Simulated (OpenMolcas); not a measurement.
# A workflow on CH2BN (SMILES BC#N)

Aim: a single-point energy (HF/ANO-RCC-MB), then a single-point energy (CASSCF(2,2)/ANO-RCC-VDZP), then the energy along one coordinate (CASPT2(2,2)/ANO-RCC-VDZP), then an energy scan (SC-NEVPT2(2,2)/ANO-RCC-VDZP), then the energy along one coordinate (MC-PDFT[tPBE](2,2)/ANO-RCC-VDZP) of CH2BN. 

Program for the calculation: OpenMolcas 26.06.

## 1. The structure to begin with

CH2BN has 5 atoms, charge 0, and is taken as a singlet. SMILES: `BC#N`. Geometry: relaxed at PBE0-D4/def2-TZVP.

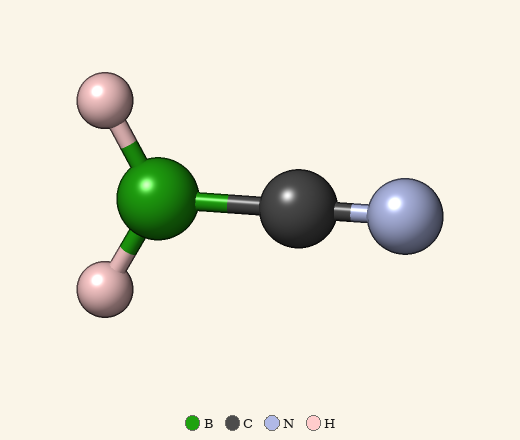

Viewed from a chosen angle; boron green, carbon dark grey, nitrogen light blue, hydrogen pink.

## 2. The energy at HF/ANO-RCC-MB (DKH2) (run 1)

The input, geom.xyz:

```xyz
5

B     -0.219200     0.441300    -0.341900
C      0.352700    -0.696700     0.490700
N      0.786500    -1.559600     1.122200
H     -0.744300     0.187400    -1.377600
H     -0.125900     1.554000     0.065300
```

The input, step1.inp:

```
&GATEWAY
  Coord
  geom.xyz
  Basis
  ANO-RCC-MB
  Group
  NoSym

&SEWARD

&SCF
  PrOrbitals
  0

&LOCALISATION
  Occupied
  Freeze
  Pipek-Mezey

&LOCALISATION
  FileOrb
  $Project.LocOrb
  Virtual
  Pipek-Mezey
```

Launch:

```console
$ export MOLCAS_MEM=1860
$ pymolcas step1.inp > step1.log
```

Standard output:

```text
--- Start Module: gateway ---
[...]
--- Stop Module: gateway /rc=_RC_ALL_IS_WELL_ ---
[...]
      Basis functions           17
[...]
       Convergence after  10 Iterations
[...]
::    Total SCF energy                               -118.0362989618
[...]
      Total spin, S                                     0.0000000000
[...]
      Total electronic charge=   20.000000
      Total            charge=   -0.000000
[...]
      Dipole Moment (debye):
      Origin of the operator (angstrom)=    0.3063   -0.6043    0.4232
                   X= -8.0600E-01               Y=  1.6037E+00               Z= -1.1735E+00           Total=  2.1444E+00
      Quadrupole Moment (debye*angstrom):
[...]
--- Start Module: localisation ---
[...]
--- Stop Module: localisation /rc=_RC_ALL_IS_WELL_ ---
--- Start Module: localisation ---
[...]
--- Stop Module: localisation /rc=_RC_ALL_IS_WELL_ ---
[...]
```

It took 4.8 s on 1 thread of Intel Xeon Platinum 8259CL at 2.50GHz (Skylake/Cascade Lake), shared host; peak memory 0.38 GiB.

## 3. The energy at CASSCF(2,2)/ANO-RCC-VDZP (DKH2) (run 2)

geom.xyz is that of step 2.

The input, step2.input:

```
* CH2BN CASSCF

&GATEWAY
 COORD = geom.xyz
 BASIS = ANO-RCC-MB
 GROUP = NoSym

&SEWARD

&RASSCF
 FILEORB = $CurrDir/step1.LocOrb
 ALTER = 2
 1 7 10
 1 11 15
 SPIN = 1
 NACTEL = 2 0 0
 INACTIVE = 9
 RAS2 = 2
 ORBLISTING = Nothing
>>> COPY $Project.RunFile RUNFIL1
>>> COPY $Project.RasOrb INPORB

&GATEWAY
 COORD = geom.xyz
 BASIS = ANO-RCC-VDZP
 GROUP = NoSym

&SEWARD
>>> COPY $Project.RunFile RUNFIL2

&EXPBAS

&RASSCF
 FILEORB = $Project.ExpOrb
 SPIN = 1
 NACTEL = 2 0 0
 INACTIVE = 9
 RAS2 = 2
 ORBLISTING = Nothing
 ORBAPPEAR = Compact
```

Launch:

```console
$ export MOLCAS_MEM=1860
$ pymolcas step2.input > step2.log
```

Standard output:

```text
--- Start Module: gateway ---
[...]
--- Stop Module: gateway /rc=_RC_ALL_IS_WELL_ ---
[...]
      Basis functions           17
[...]
      Number of active orbitals                  2
[...]
      Spin quantum number                      0.0
[...]
      Active orbitals                            2
[...]
      Number of CSFs                             3
[...]
      Number of root(s) required                 1
[...]
      Convergence after  8 iterations
[...]
      printout of CI-coefficients larger than  0.05 for root  1
      energy=    -118.048092
      conf/sym  11     Coeff  Weight
             1  20   0.99606 0.99214
             3  02  -0.08864 0.00786
      Natural orbitals and occupation numbers for root  1
      sym 1:   1.984286   0.015714
      ************************************************************************************************************************
      *                                                    Final results                                                     *
[...]
::    RASSCF root number  1 Total energy:   -118.04809198
[...]
      Basis functions           52
[...]
--- Start Module: expbas ---
[...]
--- Stop Module: expbas /rc=_RC_ALL_IS_WELL_ ---
--- Start Module: rasscf ---
[...]
      Convergence after 15 iterations
[...]
      Natural orbitals and occupation numbers for root  1
      sym 1:   1.983908   0.016092
      ************************************************************************************************************************
      *                                                    Final results                                                     *
[...]
::    RASSCF root number  1 Total energy:   -118.24581173
[...]
      Total electronic charge=   20.000000
      Total            charge=   -0.000000
[...]
      Dipole Moment (debye):
      Origin of the operator (angstrom)=    0.3063   -0.6043    0.4232
                   X= -1.1559E+00               Y=  2.2876E+00               Z= -1.6854E+00           Total=  3.0675E+00
      Quadrupole Moment (debye*angstrom):
[...]
--- Stop Module: rasscf /rc=_RC_ALL_IS_WELL_ ---
[...]
```

Wall time 10 s (1 thread of Intel Xeon Platinum 8259CL at 2.50GHz (Skylake/Cascade Lake), shared host); peak memory 0.39 GiB.

## 4. The energy along one coordinate at CASPT2(2,2)/ANO-RCC-VDZP (DKH2, ipea shift 0.25 Eh, pt2 variant SS) (run 3)

The input, step3.input:

```
* CH2BN CASPT2
>>> COPY $CurrDir/step2.RasOrb $Project.RasOrb
>>> ForEach K in (1, 2, 3, 4, 5, 6, 7, 8, 9)

&GATEWAY
  Coord=$CurrDir/point$K.xyz
  Basis=ANO-RCC-VDZP
  Group=NoSym

&SEWARD

&RASSCF
  FileOrb=$Project.RasOrb
  Spin=1
  Nactel=2 0 0
  Inactive=9
  Ras2=2
  OrbListing=Nothing
  OrbAppear=Compact

&CASPT2
  Imaginary=0.2
  Frozen=3
>>> EndDo
```

Launch:

```console
$ export MOLCAS_MEM=1860
$ pymolcas step3.input > step3.log
```

Standard output, cut to the lines that bear on the results:

```text
[...]
      Basis functions           52
[...]
      Number of active orbitals                  2
[...]
      Spin quantum number                      0.0
[...]
      Active orbitals                            2
[...]
      Number of CSFs                             3
[...]
      Number of root(s) required                 1
[...]
      Convergence after  9 iterations
[...]
      Natural orbitals and occupation numbers for root  1
      sym 1:   1.988804   0.011196
      ************************************************************************************************************************
      *                                                    Final results                                                     *
[...]
::    RASSCF root number  1 Total energy:   -118.23556940
[...]
      E2 (Variational):          -0.3586361520
[...]
::    CASPT2 Root  1     Total energy:   -118.59420555
[...]
      Convergence after  9 iterations
[...]
      Natural orbitals and occupation numbers for root  1
      sym 1:   1.983890   0.016110
      ************************************************************************************************************************
      *                                                    Final results                                                     *
[...]
      Convergence after 10 iterations
[...]
      Natural orbitals and occupation numbers for root  1
      sym 1:   1.862609   0.137391
      ************************************************************************************************************************
      *                                                    Final results                                                     *
[...]
      Convergence after 10 iterations
[...]
      Natural orbitals and occupation numbers for root  1
      sym 1:   1.726555   0.273445
      ************************************************************************************************************************
      *                                                    Final results                                                     *
[...]
      Convergence after 10 iterations
[...]
::    RASSCF root number  1 Total energy:   -118.09904437
[...]
::    CASPT2 Root  1     Total energy:   -118.44771526
[...]
      Convergence after  9 iterations
[...]
::    RASSCF root number  1 Total energy:   -118.08936528
[...]
      E2 (Variational):          -0.3470363736
[...]
::    CASPT2 Root  1     Total energy:   -118.43640166
[...]
```

Run time: 62 s. Hardware: 1 thread of Intel Xeon Platinum 8259CL at 2.50GHz (Skylake/Cascade Lake), shared host; peak memory 0.39 GiB.

The scan, from its lowest point:

| H4–B1 (Å) | energy (kJ/mol) |
| --- | --- |
| 1.070 | 24.8 |
| 1.189 | 0.0 |
| 1.308 | 11.5 |
| 1.486 | 61.9 |
| 1.724 | 149.6 |
| 2.021 | 252.5 |
| 2.377 | 343.6 |
| 2.853 | 409.4 |
| 3.566 | 439.1 |

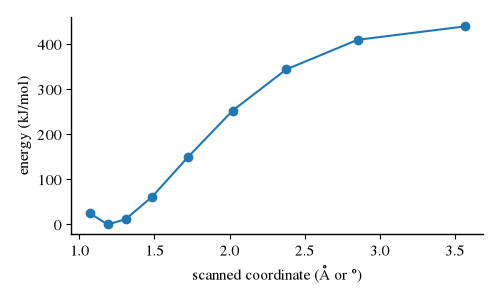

Energy along the scan.

## 5. The energy along one coordinate at SC-NEVPT2(2,2)/ANO-RCC-VDZP (DKH2, pt2 variant SC-NEVPT2) (run 4)

The input, step4.input:

```
>>> EXPORT MOLCAS_PRINT=2
>>> COPY $CurrDir/step2.RasOrb $Project.RasOrb
>>> ForEach K in (1, 2, 3, 4, 5, 6, 7, 8, 9)

&GATEWAY
  Coord=$CurrDir/point$K.xyz
  Basis=ANO-RCC-VDZP
  Group=NoSym

&SEWARD

&RASSCF
  FileOrb=$Project.RasOrb
  Spin=1
  Nactel=2 0 0
  Inactive=9
  Ras2=2
  OrbListing=Nothing
  OrbAppear=Compact

&CASPT2
  SC-NEVPT2
  Frozen=3
>>> EndDo
```

Launch:

```console
$ export MOLCAS_MEM=1860
$ pymolcas step4.input > step4.log
```

Standard output, cut to the lines that bear on the results:

```text
[...]
      Basis functions           52
[...]
      Number of active orbitals                  2
[...]
      Spin quantum number                      0.0
[...]
      Active orbitals                            2
[...]
      Number of CSFs                             3
[...]
      Number of root(s) required                 1
[...]
      Convergence after  9 iterations
[...]
      Natural orbitals and occupation numbers for root  1
      sym 1:   1.988804   0.011196
      ************************************************************************************************************************
      *                                                    Final results                                                     *
[...]
::    RASSCF root number  1 Total energy:   -118.23556940
[...]
      E2 (Variational):          -0.3537957508
[...]
::    SC-NEVPT2 Root  1     Total energy:   -118.58935171
[...]
      Convergence after  9 iterations
[...]
      Natural orbitals and occupation numbers for root  1
      sym 1:   1.983890   0.016110
      ************************************************************************************************************************
      *                                                    Final results                                                     *
[...]
      Convergence after 10 iterations
[...]
      Natural orbitals and occupation numbers for root  1
      sym 1:   1.862609   0.137391
      ************************************************************************************************************************
      *                                                    Final results                                                     *
[...]
      Convergence after 10 iterations
[...]
      Natural orbitals and occupation numbers for root  1
      sym 1:   1.726555   0.273445
      ************************************************************************************************************************
      *                                                    Final results                                                     *
[...]
      Convergence after 10 iterations
[...]
::    RASSCF root number  1 Total energy:   -118.09904437
[...]
::    SC-NEVPT2 Root  1     Total energy:   -118.44485595
[...]
      Convergence after  9 iterations
[...]
::    RASSCF root number  1 Total energy:   -118.08936528
[...]
      E2 (Variational):          -0.3446651799
[...]
::    SC-NEVPT2 Root  1     Total energy:   -118.43403046
[...]
```

Wall time 59 s (1 thread of Intel Xeon Platinum 8259CL at 2.50GHz (Skylake/Cascade Lake), shared host); peak memory 0.39 GiB.

The scan, from its lowest point:

| H4–B1 (Å) | energy (kJ/mol) |
| --- | --- |
| 1.070 | 25.7 |
| 1.189 | 0.0 |
| 1.308 | 10.8 |
| 1.486 | 60.4 |
| 1.724 | 147.3 |
| 2.021 | 249.6 |
| 2.377 | 340.3 |
| 2.853 | 405.1 |
| 3.566 | 433.5 |

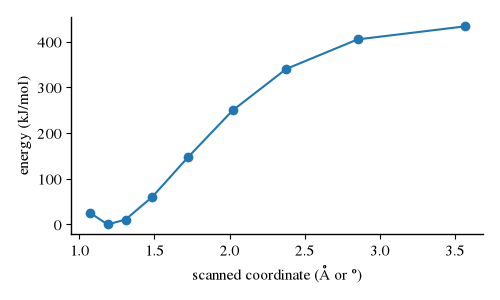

Energy along the scan.

## 6. The energy along one coordinate at MC-PDFT[tPBE](2,2)/ANO-RCC-VDZP (DKH2) (run 5)

The input, step5.inp:

```
>>> COPY $CurrDir/step2.RasOrb $Project.RasOrb
>>> ForEach K in (1, 2, 3, 4, 5, 6, 7, 8, 9)

&GATEWAY
 Coord=$CurrDir/point$K.xyz
 Basis=ANO-RCC-VDZP
 Group=NoSym

&SEWARD

&RASSCF
 FileOrb=$Project.RasOrb
 Spin=1
 Nactel=2 0 0
 Inactive=9
 Ras2=2
 OrbListing=Nothing
 OrbAppear=Compact

&MCPDFT
 KSDFT=T:PBE
>>> EndDo
```

Launch:

```console
$ export MOLCAS_MEM=1860
$ pymolcas step5.inp > step5.log
```

Standard output, cut to the lines that bear on the results:

```text
--- Start Module: gateway ---
[...]
      Basis functions           52
[...]
      Number of active orbitals                  2
[...]
      Spin quantum number                      0.0
[...]
      Active orbitals                            2
[...]
      Number of CSFs                             3
[...]
      Number of root(s) required                 1
[...]
      Convergence after  9 iterations
[...]
      Natural orbitals and occupation numbers for root  1
      sym 1:   1.988804   0.011196
      ************************************************************************************************************************
      *                                                    Final results                                                     *
[...]
::    RASSCF root number  1 Total energy:   -118.23556940
[...]
::    MCPDFT root number  1 Total energy:   -118.76727411
[...]
      Convergence after  9 iterations
[...]
      Natural orbitals and occupation numbers for root  1
      sym 1:   1.983890   0.016110
      ************************************************************************************************************************
      *                                                    Final results                                                     *
[...]
      Convergence after 10 iterations
[...]
      Natural orbitals and occupation numbers for root  1
      sym 1:   1.862609   0.137391
      ************************************************************************************************************************
      *                                                    Final results                                                     *
[...]
      Convergence after 10 iterations
[...]
      Natural orbitals and occupation numbers for root  1
      sym 1:   1.726555   0.273445
      ************************************************************************************************************************
      *                                                    Final results                                                     *
[...]
      Convergence after 10 iterations
[...]
::    RASSCF root number  1 Total energy:   -118.09904437
[...]
::    MCPDFT root number  1 Total energy:   -118.61421311
[...]
      Convergence after  9 iterations
[...]
::    RASSCF root number  1 Total energy:   -118.08936528
[...]
      Total electronic charge=   20.000000
      Total            charge=   -0.000000
[...]
::    MCPDFT root number  1 Total energy:   -118.60221604
[...]
```

Run time: 64 s. Hardware: 1 thread of Intel Xeon Platinum 8259CL at 2.50GHz (Skylake/Cascade Lake), shared host; peak memory 0.39 GiB.

The scan, from its lowest point:

| H4–B1 (Å) | energy (kJ/mol) |
| --- | --- |
| 1.070 | 24.7 |
| 1.189 | 0.0 |
| 1.308 | 11.0 |
| 1.486 | 60.5 |
| 1.724 | 148.0 |
| 2.021 | 253.8 |
| 2.377 | 352.2 |
| 2.853 | 426.5 |
| 3.566 | 458.0 |

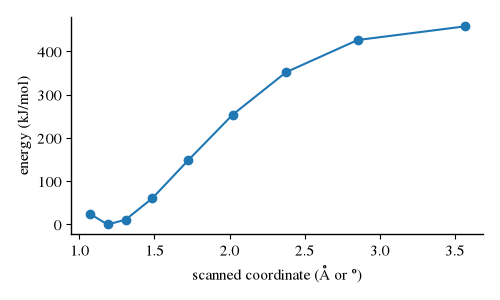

Energy along the scan.

## 7. What came out

| quantity | value |
| --- | --- |
| run 1, HF/ANO-RCC-MB: total energy | -118.03630 Eh |
| run 1, HF/ANO-RCC-MB: dipole moment | 2.14 D |
| run 1, HF/ANO-RCC-MB: HOMO energy | -14.21 eV |
| run 1, HF/ANO-RCC-MB: LUMO energy | -0.19 eV |
| run 1, HF/ANO-RCC-MB: HOMO–LUMO gap | 14.02 eV |
| run 2, CASSCF(2,2)/ANO-RCC-VDZP: total energy | -118.24581 Eh |
| run 2, CASSCF(2,2)/ANO-RCC-VDZP: dipole moment (CASSCF density) | 3.07 D |
| run 3, CASPT2(2,2)/ANO-RCC-VDZP: lowest energy of the scan | -118.60365 Eh |
| run 4, SC-NEVPT2(2,2)/ANO-RCC-VDZP: lowest energy of the scan | -118.59914 Eh |
| run 5, MC-PDFT[tPBE](2,2)/ANO-RCC-VDZP: lowest energy of the scan | -118.77666 Eh |
